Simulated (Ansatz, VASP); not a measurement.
# InBiP2 in two plane-wave programs, part 2 of 2

Aim: how closely do two programs agree when they are given the same cell, functional and k mesh? The cell is invented: As first built, before any earlier steps moved the atoms (in the runner's words): it takes the InBi3 structure with some of its atoms replaced by other elements, volume scaled by an estimate. It may not be a known or stable phase. The cell is taken from a series of VASP runs on this material, whose earlier steps may have relaxed, scaled or displaced it; both programs get it as it stands. Valence electrons are named where the data sets of a main pair hold unlike numbers.

VASP 6.6.1 and Ansatz 0.2.0.

So far: Set-up; VASP: band structure, LDA; Ansatz: band structure, LDA; Comparison.

**5. VASP: band structure, r2SCAN**

Level of this step: r2SCAN; plane waves and PAW (Bi_d, In_d, P); invented cell (VASP).

A single point gives forces, pressure and levels at one fixed geometry, so differences don't come from the geometry; what else differs is listed under the comparison.

The input, INCAR:

```
SYSTEM = InBiP2
PREC = Accurate
ENCUT = 400
EDIFF = 1E-06
NELM = 100
ISMEAR = 0
SIGMA = 0.02
LREAL = .FALSE.
ALGO = Normal
METAGGA = R2SCAN
LASPH = .TRUE.
NBANDS = 33
LORBIT = 11
LWAVE = .FALSE.
LCHARG = .FALSE.
KPAR = 4
```

The input, POSCAR:

```
InBiP2
1.0
    1.7175892218     -3.6915626403      0.0000000000
    1.7175892218      3.6915626403      0.0000000000
    0.0000000000      0.0000000000      7.4227299586
Bi In P
1 1 2
Direct
    0.0000000000      0.0000000000      0.5000000000
    0.5000000000      0.5000000000      0.0000000000
    0.0000000000      0.5000000000      0.7684266955
    0.5000000000      0.0000000000      0.2315733045
```

The input, KPOINTS:

```
Automatic mesh
0
Gamma
5 5 2
0 0 0
```

The input, KPOINTS_OPT:

```
Line mode
16
Line-mode
Reciprocal
  0.00000000   0.00000000   0.00000000 GAMMA
  0.30412004   0.30412004   0.00000000 X

  0.30412004   0.30412004   0.00000000 X
  0.00000000   0.50000000   0.00000000 S

  0.00000000   0.50000000   0.00000000 S
  0.00000000   0.50000000   0.50000000 R

  0.00000000   0.50000000   0.50000000 R
  0.30412004   0.30412004   0.50000000 A

  0.30412004   0.30412004   0.50000000 A
  0.00000000   0.00000000   0.50000000 Z

  0.00000000   0.00000000   0.50000000 Z
  0.00000000   0.00000000   0.00000000 GAMMA

  0.00000000   0.00000000   0.00000000 GAMMA
 -0.50000000   0.50000000   0.00000000 Y

 -0.50000000   0.50000000   0.00000000 Y
 -0.30412004   0.69587996   0.00000000 X1

 -0.30412004   0.69587996   0.00000000 X1
 -0.30412004   0.69587996   0.50000000 A1

 -0.30412004   0.69587996   0.50000000 A1
 -0.50000000   0.50000000   0.50000000 T

 -0.50000000   0.50000000   0.50000000 T
 -0.50000000   0.50000000   0.00000000 Y

  0.00000000   0.00000000   0.50000000 Z
 -0.50000000   0.50000000   0.50000000 T
```

Potentials, in the order of the species: Bi_d, In_d and P (PBE family, release 64).

The run is started by

```bash
$ mpirun -np 4 vasp_std
```

Numbers of over 12 decimals in the logs are rounded to 6 here.

The log of the run:

```text
[banner, memory and clock lines left out]
running    4 mpi-ranks, on    1 nodes
[...]
[... a notice as in an earlier step ...]

 LDA part: xc-table for (None), standard interpolation
 POSCAR, INCAR and KPOINTS ok, starting setup
[...]
entering main loop
       N       E                     dE             d eps       ncg     rms          rms(c)
DAV:   1     0.246203454913E+03    0.24620E+03   -0.15659E+04  1204   0.115E+03
DAV:   2    -0.700250835765E+02   -0.31623E+03   -0.30240E+03  1212   0.342E+02
DAV:   3    -0.104784234043E+03   -0.34759E+02   -0.34210E+02  1475   0.122E+02
DAV:   4    -0.106185838798E+03   -0.14016E+01   -0.13987E+01  1448   0.253E+01
[...]
DAV:  13    -0.980281119111E+02   -0.39316E-05   -0.10545E-05  1448   0.276E-02    0.752E-03
DAV:  14    -0.980281132512E+02   -0.13400E-05   -0.35109E-06  1216   0.149E-02    0.172E-02
DAV:  15    -0.980281127792E+02    0.47193E-06   -0.57729E-07   752   0.810E-03
   1 F= -.98028113E+02 E0= -.98027964E+02  d E =-.297221E-03
 Start KPOINTS_OPT (optional k-point list driver)
k-point batch [1-18\192]
       N       E                     dE             ncg
DAV:   1     0.252477206334E+04   -0.10009E+05     1196
DAV:   2    -0.329449091708E+04   -0.58193E+04     1252
DAV:   3    -0.394307249370E+04   -0.64858E+03     1452
DAV:   4    -0.396875210436E+04   -0.25680E+02     1454
DAV:   5    -0.396992434795E+04   -0.11722E+01     1880
DAV:   6    -0.396994668532E+04   -0.22337E-01     1648
DAV:   7    -0.396994728918E+04   -0.60386E-03     1840
DAV:   8    -0.396994730398E+04   -0.14800E-04     1560
DAV:   9    -0.396994730436E+04   -0.38063E-06     1032
[...]
k-point batch [181-192\192]
       N       E                     dE             ncg
DAV:   1     0.430957234486E+04   -0.62133E+04      792
DAV:   2     0.509775676855E+03   -0.37998E+04      792
DAV:   3     0.862949494504E+02   -0.42348E+03      988
DAV:   4     0.691494552842E+02   -0.17145E+02      983
DAV:   5     0.683542839496E+02   -0.79517E+00     1168
DAV:   6     0.683335325275E+02   -0.20751E-01     1144
DAV:   7     0.683330131858E+02   -0.51934E-03     1136
DAV:   8     0.683329985733E+02   -0.14612E-04     1120
DAV:   9     0.683329982245E+02   -0.34879E-06      672
```

Parts of OUTCAR (step 5):

```text
  Total       -0.4650570     -0.4860978     -0.6351519      0.0000000      0.0000000      0.0000000
  in kB       -7.9157766     -8.2739148    -10.8109783      0.0000000      0.0000000      0.0000000
  external PRESSURE =      -9.0002232 kB  Pullay stress =       0.0000000 kB

 POSITION                                       TOTAL-FORCE (eV/Angst)
 -----------------------------------------------------------------------------------
      0.00000      0.00000      3.71136         0.000000     -0.000000      0.000000
      1.71759      0.00000      0.00000         0.000000      0.000000      0.000000
      0.85879      1.84578      5.70382         0.000000      0.000000      0.100947
      0.85879     -1.84578      1.71891        -0.000000      0.000000     -0.100947
 -----------------------------------------------------------------------------------
    total drift:                                0.000000      0.000000      0.000000

  FREE ENERGIE OF THE ION-ELECTRON SYSTEM (eV)
  ---------------------------------------------------
  free  energy   TOTEN  =       -98.0281127792 eV

  energy  without entropy=      -98.0278155584  energy(sigma->0) =      -98.02796417

[... 2 parts as in an earlier step ...]

[... 1 further part left out ...]
[key lines of the parts left out:]
E-fermi :   7.0575
```

The run ends at a pressure of -0.90 GPa, with forces up to 0.10 eV/Å.

**6. Ansatz: band structure, r2SCAN**

The same cell, functional, mesh and smearing now go to Ansatz, which takes its cutoff from its data sets.

The cell is taken from a series of VASP runs on this material, whose earlier steps may have relaxed, scaled or displaced it; both programs get it as it stands.

The input, input.yaml:

```yaml
crystal:
  lattice:
    - [1.7175892218, -3.6915626403, 0.0]
    - [1.7175892218, 3.6915626403, 0.0]
    - [0.0, 0.0, 7.4227299586]
  atoms:
    - { symbol: Bi, position: [0.0, 0.0, 0.5] }
    - { symbol: In, position: [0.5, 0.5, 0.0] }
    - { symbol: P, position: [0.0, 0.5, 0.7684266955] }
    - { symbol: P, position: [0.5, 0.0, 0.2315733045] }
hamiltonian:
  xc: r2scan
  pseudopotentials: { kind: paw }
kpoints:
  mp_grid: { grid: [5, 5, 2] }
  band_path:
    path:
      - [0.0, 0.0, 0.0]
      - [0.12165, 0.12165, 0.0]
      - [0.26357, 0.26357, 0.0]
      - [0.2433, 0.3433, 0.0]
      - [0.10137, 0.43471, 0.0]
      - [0.0, 0.5, 0.0]
      - [0.0, 0.5, 0.23333]
      - [0.0, 0.5, 0.46667]
      - [0.0811, 0.44777, 0.5]
      - [0.22302, 0.35635, 0.5]
      - [0.28385, 0.28385, 0.5]
      - [0.14192, 0.14192, 0.5]
      - [0.0, 0.0, 0.5]
      - [0.0, 0.0, 0.33333]
      - [0.0, 0.0, 0.1]
      - [-0.06667, 0.06667, 0.0]
      - [-0.3, 0.3, 0.0]
      - [-0.5, 0.5, 0.0]
      - [-0.42165, 0.57835, 0.0]
      - [-0.33024, 0.66976, 0.0]
      - [-0.30412, 0.69588, 0.1]
      - [-0.30412, 0.69588, 0.33333]
      - [-0.30412, 0.69588, 0.5]
      - [-0.39553, 0.60447, 0.5]
      - [-0.48694, 0.51306, 0.5]
      - [-0.5, 0.5, 0.36667]
      - [-0.5, 0.5, 0.13333]
      - [-0.03333, 0.03333, 0.5]
      - [-0.26667, 0.26667, 0.5]
      - [-0.5, 0.5, 0.5]
    npoints: 1
scf:
  occupations: { method: gaussian, width: 0.02 }
  n_extra_bands: 8
output:
  forces: true
  stress: true
  eigenvalues: true
```

The run is started by

```bash
$ ansatz run input.yaml --threads 2 --pin off --max-ram 4608MiB --backend cpu --events-out ev --progress --plain --runs-dir out
```

The log of the run:

```text
[...]
Crystal: 4 atoms, lattice volume = 94.129 Å³
Basis set: ecut = 500 eV, 2405 PW (Γ), exchange–correlation on 120×120×240 points (64 copies of the dense FFT grid, shifted against one another)
Bands: 27, of which v1, the nominal top of the filled ones, is band 19 counted from 1 (18 counted from 0)
Symmetry: 4 space group operations
[...]
k-points: 18 of 50
[...]
k-point 0: bands = [... 15 lower, 7.0501, 8.6801, 9.6724, 11.0440, 11.4606, 12.0286, 12.1289, 13.6880, ... 4 higher]
  k-point 1: bands = [... 15 lower, 7.7749, 9.0417, 9.8295, 10.4320, 10.5728, 12.6681, 13.1421, 13.7983, ... 4 higher]
  k-point 2: bands = [... 15 lower, 7.2859, 7.7975, 8.3870, 9.3395, 10.6190, 10.8828, 11.9981, 13.2554, ... 4 higher]
  k-point 17: bands = [... 15 lower, 5.5609, 6.9972, 7.8940, 10.3343, 10.4419, 12.2092, 13.2697, 14.3322, ... 4 higher]
[key lines of the parts left out:]
SCF converged after 7 iterations
Free energy (F): -19540.237002 eV
Fermi energy:    9.512922 eV
P = ⅓ Tr σ = -0.8602 GPa (-8.602 kbar)
```

It took 9 s on 2 threads of Arm Neoverse V2, shared host; peak memory 0.54 GiB.

**7. Comparison**

What differs besides the data sets and the points named for the pairs above, as far as they apply: VASP keeps PBE cores, Ansatz makes them for the functional; the cutoff is 500 eV in Ansatz and 400 eV in VASP. Total energies have different zeros and are not compared.

Both answers:

```csv
quantity,Ansatz,VASP,difference
pressure (GPa),-0.86,-0.90,+0.04
```

Forces (eV/Å; atoms numbered as in POSCAR):

```csv
atom,"Ansatz x, y, z","VASP x, y, z"
Bi1,"0.000, 0.000, 0.000","0.000, 0.000, 0.000"
In2,"0.000, 0.000, 0.000","0.000, 0.000, 0.000"
P3,"0.000, 0.000, 0.094","0.000, 0.000, 0.101"
P4,"0.000, 0.000, -0.094","0.000, 0.000, -0.101"
```

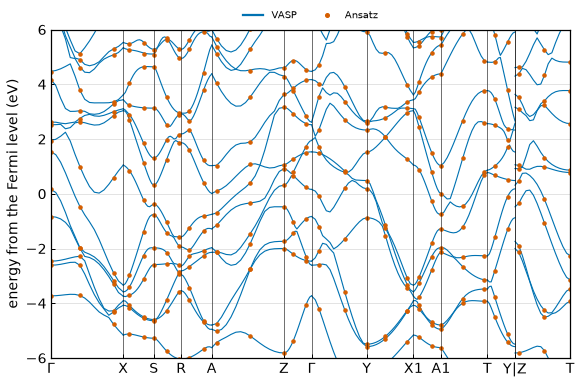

Bands from VASP (lines) and levels from Ansatz (dots). Dots without a line are higher empty bands that the VASP plot leaves out.

The forces differ by 2.8 meV/Å r.m.s., which is 6.8 % of the r.m.s. force of 0.041 eV/Å (both taken over all components). Levels from 3 eV below to 2 eV above the Fermi level differ by 3 meV r.m.s. and 10 meV at most; each VASP level is matched to the nearest of Ansatz, which flatters the figure a little. Ansatz's pressure holds a Pulay correction of 0.02 GPa; VASP's holds none.

**8. Summary of results**

| Quantity | Value |
| --- | --- |
| r.m.s. difference of levels near the Fermi level (band structure, LDA) | 6.7 meV |
| r.m.s. difference of levels near the Fermi level (band structure, r2SCAN) | 3.4 meV |

The r.m.s. difference of levels near the Fermi level is 6.7 meV (band structure, LDA), within the 80 meV picked in this series as the mark of a large difference. Such differences can come from data sets, numerical settings and the points named under the comparisons, not from the functional's error against experiment.

[Lines on the potential files, build, host, timing and source positions are cut from VASP's logs without a mark.]

[Logs are printed without paths, hosts, clocks, repeated set-up lines and the standing remarks that a program may print on its own settings, such as how far it seeks lower states.]

[Hosts, paths, dates, database ids (printed as entryN), source tags and the programs' standing remarks are cut or masked in the printed files.]
